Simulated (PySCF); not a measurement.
B₄H₇N₃

The calculation's input:

```
{"job": {"kind": "nmr", "xc": "PBE0", "basis": "pcSseg-1"}, "charge": 0, "multiplicity": 1}
B      2.193333     0.067366     0.829744
N      0.861669     0.025987     0.317013
B      0.201230    -1.249850     0.096171
N     -1.126638    -1.253397    -0.407536
B     -1.849347    -0.058279    -0.702936
N     -1.175116     1.179566    -0.477204
B      0.152043     1.259484     0.022153
H      2.727800     1.136139     1.011619
H      2.772009    -0.965504     1.073980
H      0.771619    -2.285476     0.337995
H     -1.581256    -2.145218    -0.555539
H     -2.981044    -0.093595    -1.124346
H     -1.663758     2.042158    -0.679217
H      0.680838     2.329715     0.199489
```

Launched as:

```sh
OMP_NUM_THREADS=1 python probes_run.py task.json out
```

Geometry: PBE0-D3(BJ)/def2-SVP.

The calculation used PBE0/pcSseg-1, SCF density, gas phase, non-relativistic in PySCF 2.14.0.

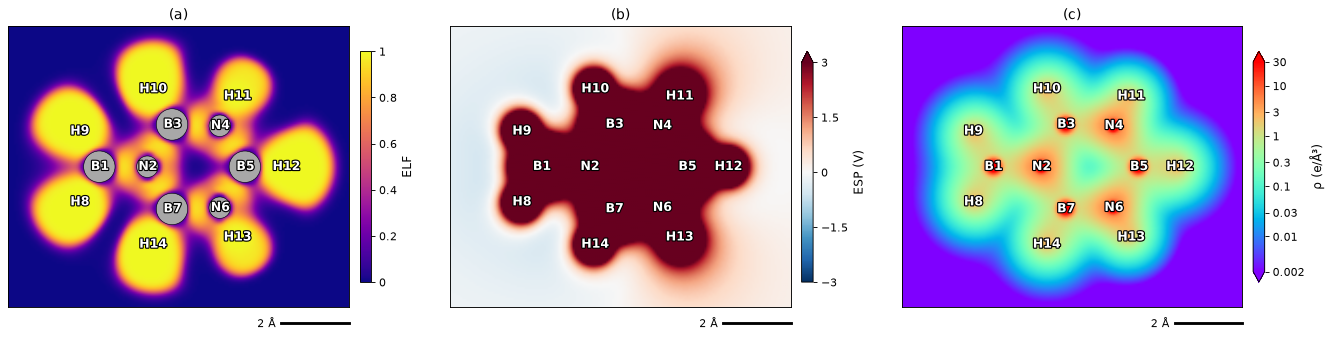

Figure 1. (a) ELF; (b) molecular electrostatic potential; (c) electron density on the molecular plane. Grey discs cover the atomic cores in the ELF map.

Question: What does the map show?

Answer:
- The section cuts through B, N and H sites.
- B–N (1.42 Å): ρ at the midpoint is about 1.9 e/Å³; the ELF peaks at about 0.95 between the atoms: a short, strongly polar bond.
- N–H (1.01 Å): the density is about 2.8 e/Å³ at the midpoint; the ELF climbs to about 1 towards the hydrogen, as it does in any bond to H; an ordinary covalent bond to hydrogen.
- B–H (1.21 Å): the density is about 1.3 e/Å³ at the midpoint; the ELF climbs to about 1 towards the hydrogen; a covalent bond by its length.
- Outside the dense part of the molecule the potential is most negative (−0.5 V) near H8 and H9.

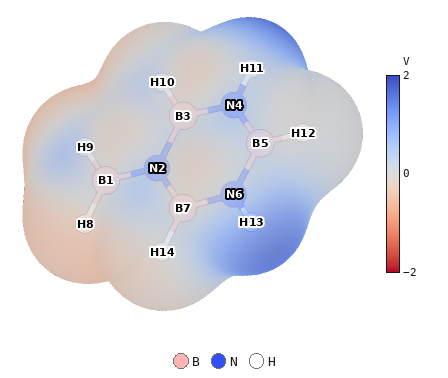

Figure 2. The electrostatic potential painted on the density surface at 0.001 e/bohr³, seen at a tilt; red is negative and blue positive.

Question: Describe the electrostatic potential map.

Answer: The most negative region (about −0.5 V) lies over H8 and H9, the most positive (about +1.6 V) over H11 and H13.

Question: How polar is the molecule by this calculation?

Answer: Its dipole moment is 2.05 D.
